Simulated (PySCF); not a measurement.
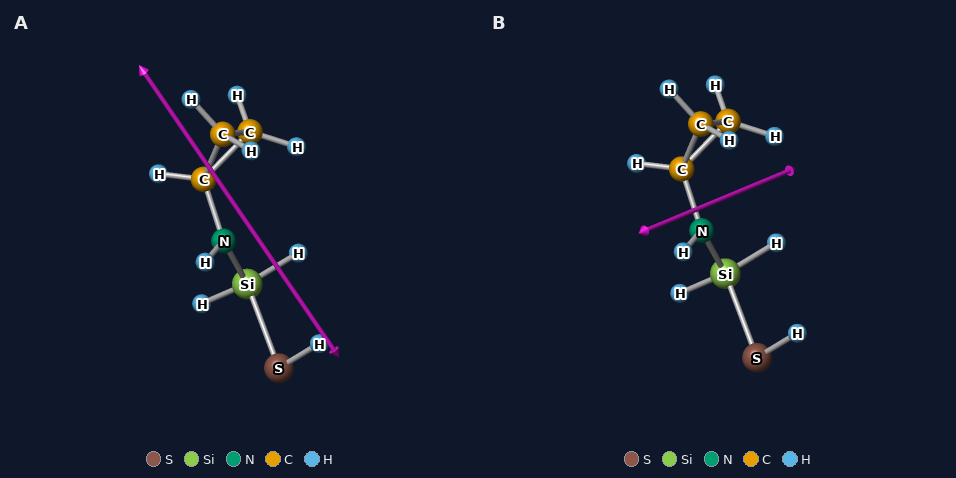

The double arrows show the directions of two transition dipoles from the ground state (lengths mean nothing). Computed geometry: GFN2-xTB optimisation. No frequency run is at hand to confirm it as a minimum. Level of theory: TDDFT PBE0/def2-SVPD, vertical, gas phase, core orbitals frozen in the response (PySCF 2.14.0).

**One belongs to singlet state 1 and one to singlet state 2. Which is which?**

A: state 1, 6.10 eV (203 nm), oscillator strength 0.021, mainly HOMO → LUMO (weight 0.79).
B: state 2, 6.19 eV (200 nm), oscillator strength 0.020, mainly HOMO−1 → LUMO (weight 0.76).

The geometry is semi-empirical. Around Si such bond lengths and angles can be off by a tenth of an ångström or more and by several degrees, and values that hang on the shape move with them.
